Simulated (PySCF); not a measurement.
The calculation's input:

```
mol = gto.M(atom='''
Yb     0.00785     0.00000    -0.32913
O      1.57652     0.00000     0.74742
F     -1.70213     0.00000     0.82549''',
    basis={'Yb': 'def2-SVP', 'O': 'def2-SVP', 'F': 'def2-SVP'},
    ecp={'Yb': 'def2-SVP'},
    charge=-1, spin=0)
mf = dft.RKS(mol, xc='PBE0')
mf.grids.atom_grid = (75, 302)  # f atoms: at least (60, 302), unpruned
mf = mf.density_fit()  # Yb def2-universal-JKFIT, O def2-universal-JKFIT, F def2-universal-JKFIT
mf.conv_tol = 1e-09; mf.max_cycle = 55
mf.kernel(dm0)
```

Launched as:

```sh
OMP_NUM_THREADS=2 python run.py
```

The highest occupied orbital lies above zero, a sign that basis and functional describe the outermost electron poorly.

These are results of RKS PBE0, Yb def2-SVP with ECP28, O def2-SVP, F def2-SVP; non-relativistic Hamiltonian with scalar-relativistic core potentials where named; density fitting (PySCF), not measurements.

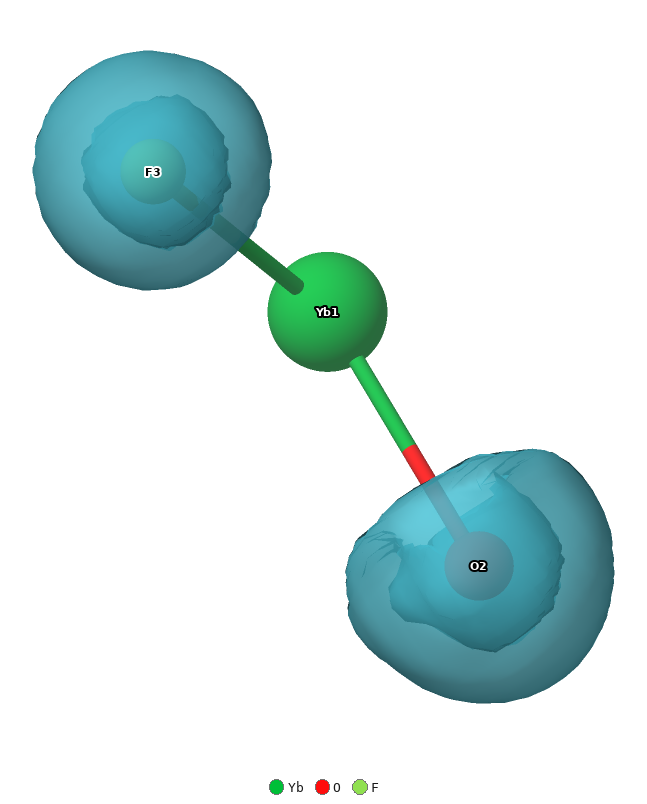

FOYb (charge −1). Isosurface of the electron localisation function at 0.8 (cyan), seen at an oblique angle. Only the valence region is drawn (cores and ρ < 0.01 e/Å³ removed).

Identify the bonds, lone pairs and shells in this picture.

The ELF exceeds this value in one region wrapped around F (its valence shell) and one region wrapped around O (its valence shell). Along the contacts the grid gives the following. Yb–O (1.90 Å): the ELF peaks at about 0.80 in the valence shell of O, 0.5 Å from its nucleus, and drops to about 0.25 between the two atoms. Yb–F (2.06 Å): the ELF peaks at about 0.85 in the valence shell of F, 0.5 Å from its nucleus, and drops to about 0.15 between the two atoms.
